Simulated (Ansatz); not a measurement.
# Preparing MgH2 (P4_2/mnm) as a host crystal, part 3 of 3

Before any defect goes in: MgH2 (P4_2/mnm) at rest, and how it screens a charge.

Ansatz 0.2.0; plane-wave PAW DFT, PBEsol; relaxation of the host's cell and atoms (the session's first sound run).

So far. Step 3 (Dielectric tensors of the host): The principal values of the electronic dielectric tensor are 4.16, 4.16 and 4.21. The principal values of the static dielectric tensor are 8.50, 11.89 and 11.89.

## 5. Defect free supercell relaxed from displaced atoms

This step: plane-wave PAW DFT, PBEsol; relaxation of the defect-free supercell from random displacements, a test of the host's stability (Ansatz 0.2.0).

Input file pristine.rattled/input.yaml:

```yaml
crystal:
  lattice:
    - [8.9543703058, 0.0, 0.0]
    - [0.0, 8.9543703058, 0.0]
    - [0.0, 0.0, 9.023222099]
  atoms:
    - { symbol: Mg, position: [0.25, 0.25, 0.1666666667] }
    - { symbol: Mg, position: [0.0, 0.0, 0.0] }
    - { symbol: H, position: [0.3477718752, 0.3477718752, 0.0] }
    - { symbol: H, position: [0.4022281248, 0.0977718752, 0.1666666667] }
    - { symbol: H, position: [0.1522281248, 0.1522281248, 0.0] }
    - { symbol: H, position: [0.0977718752, 0.4022281248, 0.1666666667] }
    - { symbol: Mg, position: [0.25, 0.25, 0.5] }
    - { symbol: Mg, position: [0.0, 0.0, 0.3333333333] }
    - { symbol: H, position: [0.3477718752, 0.3477718752, 0.3333333333] }
    - { symbol: H, position: [0.4022281248, 0.0977718752, 0.5] }
    - { symbol: H, position: [0.1522281248, 0.1522281248, 0.3333333333] }
    - { symbol: H, position: [0.0977718752, 0.4022281248, 0.5] }
    - { symbol: Mg, position: [0.25, 0.25, 0.8333333333] }
    - { symbol: Mg, position: [0.0, 0.0, 0.6666666667] }
    - { symbol: H, position: [0.3477718752, 0.3477718752, 0.6666666667] }
    - { symbol: H, position: [0.4022281248, 0.0977718752, 0.8333333333] }
    - { symbol: H, position: [0.1522281248, 0.1522281248, 0.6666666667] }
    - { symbol: H, position: [0.0977718752, 0.4022281248, 0.8333333333] }
    - { symbol: Mg, position: [0.25, 0.75, 0.1666666667] }
    - { symbol: Mg, position: [0.0, 0.5, 0.0] }
    - { symbol: H, position: [0.3477718752, 0.8477718752, 0.0] }
    - { symbol: H, position: [0.4022281248, 0.5977718752, 0.1666666667] }
    - { symbol: H, position: [0.1522281248, 0.6522281248, 0.0] }
    - { symbol: H, position: [0.0977718752, 0.9022281248, 0.1666666667] }
    - { symbol: Mg, position: [0.25, 0.75, 0.5] }
    - { symbol: Mg, position: [0.0, 0.5, 0.3333333333] }
    - { symbol: H, position: [0.3477718752, 0.8477718752, 0.3333333333] }
    - { symbol: H, position: [0.4022281248, 0.5977718752, 0.5] }
    - { symbol: H, position: [0.1522281248, 0.6522281248, 0.3333333333] }
    - { symbol: H, position: [0.0977718752, 0.9022281248, 0.5] }
    - { symbol: Mg, position: [0.25, 0.75, 0.8333333333] }
    - { symbol: Mg, position: [0.0, 0.5, 0.6666666667] }
    - { symbol: H, position: [0.3477718752, 0.8477718752, 0.6666666667] }
    - { symbol: H, position: [0.4022281248, 0.5977718752, 0.8333333333] }
    - { symbol: H, position: [0.1522281248, 0.6522281248, 0.6666666667] }
    - { symbol: H, position: [0.0977718752, 0.9022281248, 0.8333333333] }
    - { symbol: Mg, position: [0.75, 0.25, 0.1666666667] }
    - { symbol: Mg, position: [0.5, 0.0, 0.0] }
    - { symbol: H, position: [0.8477718752, 0.3477718752, 0.0] }
    - { symbol: H, position: [0.9022281248, 0.0977718752, 0.1666666667] }
    - { symbol: H, position: [0.6522281248, 0.1522281248, 0.0] }
    - { symbol: H, position: [0.5977718752, 0.4022281248, 0.1666666667] }
    - { symbol: Mg, position: [0.75, 0.25, 0.5] }
    - { symbol: Mg, position: [0.5, 0.0, 0.3333333333] }
    - { symbol: H, position: [0.8477718752, 0.3477718752, 0.3333333333] }
    - { symbol: H, position: [0.9022281248, 0.0977718752, 0.5] }
    - { symbol: H, position: [0.6522281248, 0.1522281248, 0.3333333333] }
    - { symbol: H, position: [0.5977718752, 0.4022281248, 0.5] }
    - { symbol: Mg, position: [0.75, 0.25, 0.8333333333] }
    - { symbol: Mg, position: [0.5, 0.0, 0.6666666667] }
    - { symbol: H, position: [0.8477718752, 0.3477718752, 0.6666666667] }
    - { symbol: H, position: [0.9022281248, 0.0977718752, 0.8333333333] }
    - { symbol: H, position: [0.6522281248, 0.1522281248, 0.6666666667] }
    - { symbol: H, position: [0.5977718752, 0.4022281248, 0.8333333333] }
    - { symbol: Mg, position: [0.75, 0.75, 0.1666666667] }
    - { symbol: Mg, position: [0.5, 0.5, 0.0] }
    - { symbol: H, position: [0.8477718752, 0.8477718752, 0.0] }
    - { symbol: H, position: [0.9022281248, 0.5977718752, 0.1666666667] }
    - { symbol: H, position: [0.6522281248, 0.6522281248, 0.0] }
    - { symbol: H, position: [0.5977718752, 0.9022281248, 0.1666666667] }
    - { symbol: Mg, position: [0.75, 0.75, 0.5] }
    - { symbol: Mg, position: [0.5, 0.5, 0.3333333333] }
    - { symbol: H, position: [0.8477718752, 0.8477718752, 0.3333333333] }
    - { symbol: H, position: [0.9022281248, 0.5977718752, 0.5] }
    - { symbol: H, position: [0.6522281248, 0.6522281248, 0.3333333333] }
    - { symbol: H, position: [0.5977718752, 0.9022281248, 0.5] }
    - { symbol: Mg, position: [0.75, 0.75, 0.8333333333] }
    - { symbol: Mg, position: [0.5, 0.5, 0.6666666667] }
    - { symbol: H, position: [0.8477718752, 0.8477718752, 0.6666666667] }
    - { symbol: H, position: [0.9022281248, 0.5977718752, 0.8333333333] }
    - { symbol: H, position: [0.6522281248, 0.6522281248, 0.6666666667] }
    - { symbol: H, position: [0.5977718752, 0.9022281248, 0.8333333333] }
basis:
  ecutwfc: 420
  xc_grid: 2
hamiltonian:
  xc: pbesol
kpoints:
  mp_grid: { grid: [1, 1, 1], shift: [0.25, 0.25, 0.25] }
scf:
  occupations: { method: fermi_dirac, width: 0.01 }
  max_iter: 80
output:
  forces: true
relax:
  f_tol: 0.01
  max_steps: 120
  random_displacement: { amplitude: 0.08, seed: 7384 }
checkpoint:
  write: "../pristine.rattled.run"
  compress: false
  write_wavefunctions: false
  write_every: 100000
```

Command:

```sh
$ ansatz run input.yaml --threads 8 --pin off --max-ram 13189MiB --backend cpu --events-out ev --progress --plain --runs-dir out
```

Numbers of over 12 decimals in the logs are rounded to 6 here.

What it wrote:

```text
[...]
Crystal: 72 atoms, lattice volume = 723.489 Å³
Basis set: ecut = 420 eV, 14111 PW (Γ), exchange–correlation on 120×120×128 points (8 copies of the dense FFT grid, shifted against one another)
Bands: 216, of which v1, the nominal top of the filled ones, is band 144 counted from 1 (143 counted from 0)
Symmetry: 1 space group operations
k-points: 1
[...]
SCF iter   1: F=—  HF=-46652.399793 eV  |F-HF|=—  |Δ(HF+E_count)|=         —  Δρ=7.70e-3  dr2=3.10e-1  ethr=1.77e-3  ⟨swp⟩=6.0  Hψ=989  notcnv=0  defer=37
[...]
SCF iter   6: F=-46652.291067 eV  HF=-46652.291067 eV  |F-HF|=3.33e-9  |Δ(HF+E_count)|=   3.28e-7  Δρ=2.04e-6  dr2=2.60e-8  ethr=2.34e-10  ⟨swp⟩=1.0  Hψ=513  notcnv=0
SCF 1 converged in 6 iterations: F = -46652.291067 eV  dr2 = 2.60e-8
[...]
relax step   1: F+E_penalty+E_count = -46652.29106746 eV  Δ(F+E_penalty+E_count) = +0.000e0 eV  max|allowed force component| = 7.497e-1 eV/Å  Δτ_max = 0.0000 Å  (6 SCF iters, dr2 threshold 2.50e-6 eV, accepted)
[...]
relax step   2: F+E_penalty+E_count = -46653.00236577 eV  Δ(F+E_penalty+E_count) = -7.113e-1 eV  max|allowed force component| = 4.889e-1 eV/Å  Δτ_max = 0.1948 Å  (5 SCF iters, dr2 threshold 3.51e-5 eV, accepted)
relax step   3: F+E_penalty+E_count = -46653.45534957 eV  Δ(F+E_penalty+E_count) = -4.530e-1 eV  max|allowed force component| = 1.353e-2 eV/Å  Δτ_max = 0.1113 Å  (5 SCF iters, dr2 threshold 1.49e-5 eV, accepted)
relax step   4: F+E_penalty+E_count = -46653.45534975 eV  Δ(F+E_penalty+E_count) = -1.851e-7 eV  max|allowed force component| = 1.363e-2 eV/Å  Δτ_max = 0.0000 Å  (3 SCF iters, accepted)
SCF iter   1: F=—  HF=-46653.455778 eV  |F-HF|=—  |Δ(HF+E_count)|=         —  Δρ=5.47e-4  dr2=1.51e-3  ethr=6.79e-6  ⟨swp⟩=3.0  Hψ=315  notcnv=0  defer=67
[...]
SCF iter   5: F=-46653.456226 eV  HF=-46653.456226 eV  |F-HF|=5.75e-10  |Δ(HF+E_count)|=   4.31e-8  Δρ=6.52e-7  dr2=2.25e-9  ethr=2.93e-11  ⟨swp⟩=2.0  Hψ=513  notcnv=0
SCF 5 converged in 5 iterations: F = -46653.456226 eV  dr2 = 2.25e-9
relax step   5: F+E_penalty+E_count = -46653.45622557 eV  Δ(F+E_penalty+E_count) = -8.758e-4 eV  max|allowed force component| = 1.821e-3 eV/Å  Δτ_max = 0.0100 Å  (5 SCF iters, accepted)
SCF converged after 5 iterations
Free energy (F): -46653.456226 eV
[...]
Internal energy: -46653.456226 eV  (E = F + TS)
E sigma→0 (E₀):  -46653.456226 eV
Fermi energy:    3.835072 eV
[...]
--- Forces (eV/Å), atoms counted from 1 ---
  atom   1  Mg    -0.00061108     0.00011250     0.00000843
  atom   2  Mg     0.00027836    -0.00001178    -0.00026605
  atom   3  H      0.00037047    -0.00036986    -0.00165009
  atom   4  H     -0.00013621    -0.00037862     0.00057612
  atom   5  H      0.00007268     0.00048070     0.00113701
  atom   6  H      0.00010318    -0.00010947    -0.00043352
  atom   7  Mg     0.00008854     0.00032043     0.00012859
  atom   8  Mg     0.00012855     0.00028510    -0.00010844
  atom   9  H     -0.00008409    -0.00023546    -0.00149709
  atom  10  H     -0.00033155    -0.00026994     0.00018321
  atom  11  H     -0.00014884     0.00029757     0.00173739
  atom  12  H      0.00008018    -0.00008277     0.00000817
  atom  13  Mg     0.00022477    -0.00027946    -0.00008357
  atom  14  Mg    -0.00023367     0.00013452    -0.00004191
  atom  15  H      0.00069901    -0.00030129    -0.00164924
  atom  16  H     -0.00005414    -0.00026856     0.00061538
  atom  17  H      0.00023781    -0.00000264     0.00154449
  atom  18  H      0.00048781     0.00037541    -0.00036777
  atom  19  Mg     0.00044632     0.00004753    -0.00031545
  atom  20  Mg    -0.00057748     0.00021142    -0.00014338
  atom  21  H      0.00028687    -0.00036701    -0.00182133
  atom  22  H      0.00009707    -0.00057458     0.00030163
  atom  23  H     -0.00022032     0.00025693     0.00174891
  atom  24  H      0.00052218     0.00043616    -0.00029659
  atom  25  Mg    -0.00013717     0.00039941    -0.00020888
  atom  26  Mg    -0.00024156     0.00009312    -0.00007187
  atom  27  H     -0.00002140    -0.00041674    -0.00173034
  atom  28  H     -0.00002799    -0.00001416     0.00015983
  atom  29  H      0.00006458     0.00010149     0.00155572
  atom  30  H     -0.00011287     0.00051588    -0.00034202
  atom  31  Mg     0.00026650     0.00018689    -0.00016068
  atom  32  Mg    -0.00014487     0.00011549     0.00002883
  atom  33  H     -0.00012276    -0.00043911    -0.00165055
  atom  34  H     -0.00036145    -0.00067974     0.00048667
  atom  35  H     -0.00003277     0.00064242     0.00176499
  atom  36  H      0.00014721     0.00045635    -0.00024959
  atom  37  Mg    -0.00009661     0.00012123     0.00023764
  atom  38  Mg     0.00031480     0.00059379     0.00041132
  atom  39  H      0.00003627    -0.00034048    -0.00133318
  atom  40  H      0.00012679    -0.00036122     0.00040348
[...]
atom  61  Mg     0.00032378     0.00003529    -0.00027220
  atom  62  Mg    -0.00017408    -0.00037812     0.00037779
  atom  63  H     -0.00014250    -0.00036888    -0.00126879
  atom  64  H     -0.00003313    -0.00066184     0.00047776
  atom  65  H     -0.00001811     0.00012165     0.00114407
  atom  66  H     -0.00017218     0.00004999    -0.00045598
  atom  67  Mg    -0.00011915     0.00043080    -0.00003607
  atom  68  Mg    -0.00021107     0.00059728     0.00024953
  atom  69  H      0.00034773    -0.00091575    -0.00133128
  atom  70  H     -0.00034133    -0.00048542     0.00068186
  atom  71  H      0.00007614     0.00040685     0.00122002
  atom  72  H      0.00011676     0.00079285    -0.00046451
  max |Σ_I F_I| component: 1.55e-5 eV/Å
--- Relaxed structure (5 steps of the walk, 5 accepted, 0 SCFs on fresh bases) ---
  F+E_penalty+E_count = -46653.45622557 eV   max|allowed force component| = 1.821e-3 eV/Å
  atoms:
    - { symbol: Mg, position: [0.249838, 0.249892, 0.166828] }
    - { symbol: Mg, position: [-0.000223, -0.000110, 0.000161] }
    - { symbol: H, position: [0.347430, 0.347800, 0.000295] }
    - { symbol: H, position: [0.402184, 0.097757, 0.166797] }
    - { symbol: H, position: [0.152149, 0.151984, 4.437809561033948e-5] }
    - { symbol: H, position: [0.097475, 0.402041, 0.166846] }
    - { symbol: Mg, position: [0.249800, 0.249867, 0.500150] }
    - { symbol: Mg, position: [-0.000197, -0.000132, 0.333493] }
    - { symbol: H, position: [0.347492, 0.347749, 0.333645] }
    - { symbol: H, position: [0.402181, 0.097758, 0.500152] }
    - { symbol: H, position: [0.152160, 0.151985, 0.333324] }
    - { symbol: H, position: [0.097458, 0.402028, 0.500137] }
    - { symbol: Mg, position: [0.249773, 0.249871, 0.833500] }
    - { symbol: Mg, position: [-0.000191, -0.000131, 0.666823] }
    - { symbol: H, position: [0.347409, 0.347777, 0.666986] }
    - { symbol: H, position: [0.402148, 0.097749, 0.833468] }
    - { symbol: H, position: [0.152114, 0.152021, 0.666666] }
    - { symbol: H, position: [0.097400, 0.401973, 0.833500] }
    - { symbol: Mg, position: [0.249765, 0.749883, 0.166842] }
    - { symbol: Mg, position: [-0.000179, 0.499871, 0.000156] }
    - { symbol: H, position: [0.347408, 0.847777, 0.000329] }
    - { symbol: H, position: [0.402144, 0.597775, 0.166825] }
    - { symbol: H, position: [0.152165, 0.651978, -6.882877252726705e-8] }
    - { symbol: H, position: [0.097385, 0.901976, 0.166830] }
    - { symbol: Mg, position: [0.249817, 0.749858, 0.500173] }
    - { symbol: Mg, position: [-0.000207, 0.499892, 0.333482] }
    - { symbol: H, position: [0.347455, 0.847769, 0.333654] }
    - { symbol: H, position: [0.402155, 0.597715, 0.500160] }
    - { symbol: H, position: [0.152122, 0.652022, 0.333356] }
    - { symbol: H, position: [0.097451, 0.901993, 0.500176] }
    - { symbol: Mg, position: [0.249796, 0.749877, 0.833494] }
    - { symbol: Mg, position: [-0.000189, 0.499866, 0.666810] }
    - { symbol: H, position: [0.347455, 0.847770, 0.666976] }
    - { symbol: H, position: [0.402208, 0.597800, 0.833463] }
    - { symbol: H, position: [0.152169, 0.651961, 0.666678] }
    - { symbol: H, position: [0.097426, 0.901995, 0.833504] }
    - { symbol: Mg, position: [0.749784, 0.249881, 0.166818] }
    - { symbol: Mg, position: [0.499784, -0.000153, 0.000141] }
    - { symbol: H, position: [0.847460, 0.347766, 0.000309] }
    - { symbol: H, position: [0.902135, 0.097742, 0.166821] }
    - { symbol: H, position: [0.652157, 0.151956, 1.7588561009893612e-5] }
    - { symbol: H, position: [0.597442, 0.402042, 0.166830] }
    - { symbol: Mg, position: [0.749819, 0.249871, 0.500156] }
    - { symbol: Mg, position: [0.499815, -0.000125, 0.333483] }
    - { symbol: H, position: [0.847449, 0.347770, 0.333621] }
    - { symbol: H, position: [0.902164, 0.097741, 0.500136] }
    - { symbol: H, position: [0.652143, 0.152006, 0.333351] }
    - { symbol: H, position: [0.597463, 0.402005, 0.500168] }
    - { symbol: Mg, position: [0.749813, 0.249877, 0.833501] }
    - { symbol: Mg, position: [0.499812, -0.000121, 0.666824] }
    - { symbol: H, position: [0.847449, 0.347771, 0.666963] }
    - { symbol: H, position: [0.902209, 0.097799, 0.833471] }
    - { symbol: H, position: [0.652168, 0.151990, 0.666708] }
    - { symbol: H, position: [0.597450, 0.402013, 0.833537] }
    - { symbol: Mg, position: [0.749811, 0.749900, 0.166826] }
    - { symbol: Mg, position: [0.499787, 0.499922, 0.000158] }
    - { symbol: H, position: [0.847445, 0.847770, 0.000273] }
    - { symbol: H, position: [0.902156, 0.597763, 0.166794] }
    - { symbol: H, position: [0.652170, 0.651988, 3.328818347978388e-5] }
    - { symbol: H, position: [0.597431, 0.901992, 0.166828] }
    - { symbol: Mg, position: [0.749793, 0.749886, 0.500172] }
    - { symbol: Mg, position: [0.499814, 0.499899, 0.333489] }
    - { symbol: H, position: [0.847461, 0.847761, 0.333641] }
    - { symbol: H, position: [0.902170, 0.597777, 0.500145] }
    - { symbol: H, position: [0.652137, 0.652027, 0.333359] }
    - { symbol: H, position: [0.597468, 0.902038, 0.500171] }
    - { symbol: Mg, position: [0.749801, 0.749846, 0.833490] }
    - { symbol: Mg, position: [0.499815, 0.499833, 0.666827] }
    - { symbol: H, position: [0.847402, 0.847820, 0.666978] }
    - { symbol: H, position: [0.902201, 0.597768, 0.833461] }
    - { symbol: H, position: [0.652148, 0.651973, 0.666680] }
    - { symbol: H, position: [0.597401, 0.901945, 0.833504] }
```

The job ended after 20 s (8 threads of Arm Neoverse N1, shared host; peak memory 1.1 GiB).

Step by step:

| step | energy less that of the first step (eV) | largest force component (eV/Å) |
| --- | --- | --- |
| 1 | 0.0000 | 0.7497 |
| 2 | -0.7113 | 0.4889 |
| 3 | -1.1643 | 0.0135 |
| 4 | -1.1643 | 0.0136 |
| 5 | -1.1652 | 0.0018 |

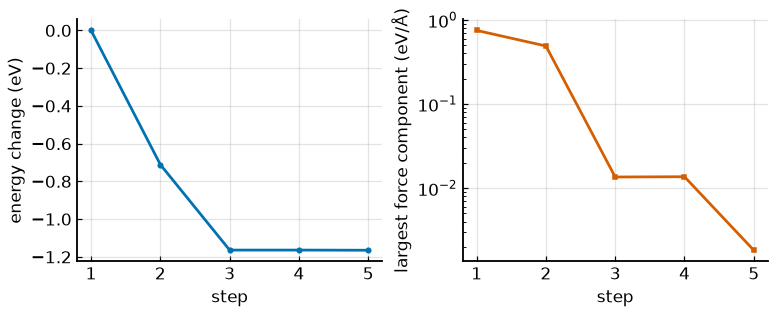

Energy and largest force along the relaxation.

The relaxation ends 16 meV an atom lower than the displaced start, with a largest force component of 0.0018 eV/Å.

## 6. What came out

```
primitive cell vectors, lengths                                      : 4.477, 4.477, 3.008 Å
electronic dielectric constant                                       : principal values (4.16, 4.16, 4.21)
static dielectric constant                                           : principal values (8.50, 11.89, 11.89)
gap on the k-mesh of the response run (PBEsol)                       : 3.57 eV
supercell relaxed in its symmetry less the displaced and relaxed one : 0.000 eV
```

In words: Step 5: The energy fell by 1.165 eV from the randomly displaced start; the atoms end within 0.005 Å of the sites as typed, once the mean shift is taken out. The displaced cell ends within 0.01 eV of the symmetric one relaxed in its symmetry, so no lower structure shows in this supercell. The k-mesh can miss the band edges, so this gap is an upper bound at this level. All at zero temperature.

[Logs are printed without paths, hosts, clocks, repeated set-up lines and the standing remarks that a program may print on its own settings, such as how far it seeks lower states.]

[Hosts, paths, dates, database ids (printed as entryN), source tags and the programs' standing remarks are cut or masked in the printed files.]

[Runs of the host that timed out are not shown.]

[For some hosts the program warned that the k-mesh of the response run may be too coarse for force constants and the static dielectric constant; such warnings are not always shown.]
